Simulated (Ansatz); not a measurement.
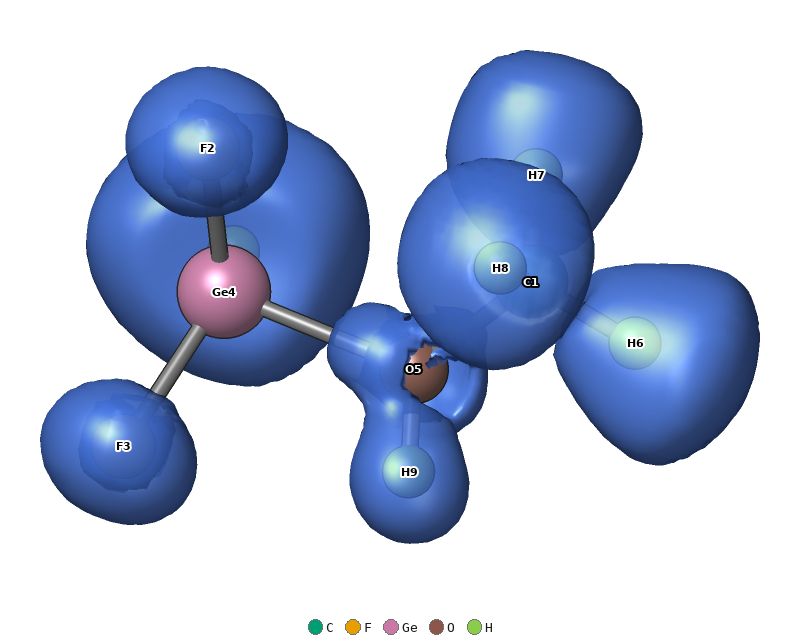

CH$_{5}$F$_{2}$GeO (charge +1). Isosurface of the ELF at 0.8 (blue), seen at an oblique angle. Core shells and regions of very low density are left out.

Geometry: PBE0-D3(BJ)/pcseg-1.

Method: Ansatz, isolated molecule in a Gaussian basis; Kohn-Sham density functional theory, functional PBE0.

```xyz
10

C     0.0539    0.1556   -0.9960
F    -2.6461   -0.2739    0.5556
F    -2.5373    2.5538    0.9444
Ge   -1.7849    1.0383    1.2619
O    -0.4252    1.2389   -0.1061
H     1.0287    0.4745   -1.3676
H     0.1506   -0.7309   -0.3691
H    -0.6773    0.0065   -1.7920
H    -0.4540    2.1050   -0.5602
H    -1.1235    0.8106    2.5995
```

**What do the ELF domains correspond to?**

At this value the surface marks out four regions around hydrogen nuclei, two regions wrapped around F (the valence shell of each) and one joined region spread over several atoms (H, O), in which their bonds and any lone pairs are merged. Profiles from the grid: C–O (1.48 Å): the ELF peaks at about 0.90 between the atoms, as expected for a polar covalent bond. Ge–F (1.72 Å): the ELF peaks at about 0.80 in the valence shell of F, 0.5 Å from its nucleus, and is about 0.25 at the midpoint.
